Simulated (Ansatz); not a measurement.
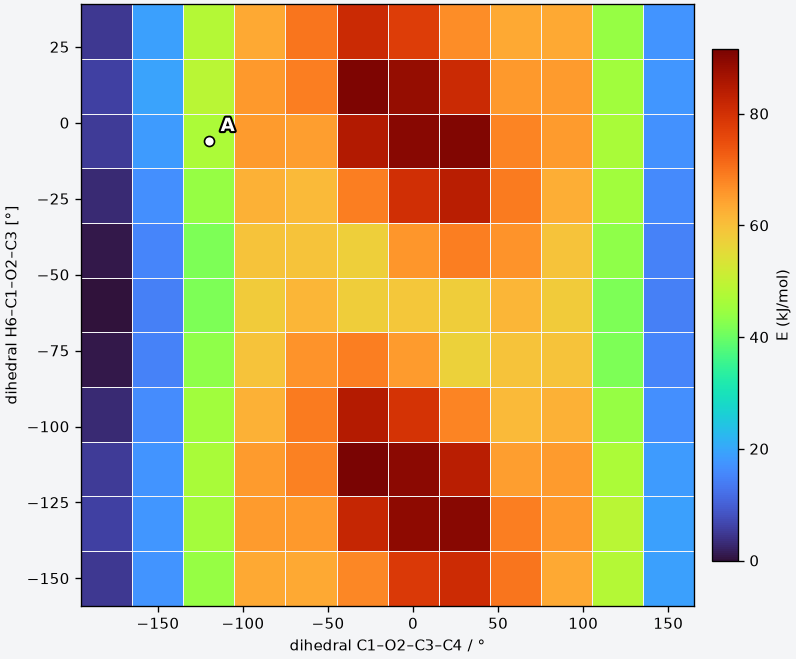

C₃H₆O₂, SMILES COC(C)=O. 
- The first coordinate is: dihedral C1–O2–C3–C4; the second: dihedral H6–C1–O2–C3.
- Nothing is relaxed (all other coordinates rigid).
- Grid: 12 × 11 points.
- Energies: kJ/mol, counted from the lowest grid point.
- Energies and slopes of some neighbouring points disagree (a jump in structure or state, or too coarse a mesh).
- The calculation used RKS CAM-B3LYP-D4/def2-SVP in Ansatz.

Drawn: one coloured cell a grid point, the point A.

Q: Which way does the force act at A, and how strong is it?

A: A, at dihedral C1–O2–C3–C4 = −120°, dihedral H6–C1–O2–C3 = −6°, is not a stationary point. The computed force is 0.94 kJ/mol for each degree towards smaller values of dihedral C1–O2–C3–C4 and 0.15 kJ/mol for each degree towards smaller values of dihedral H6–C1–O2–C3.
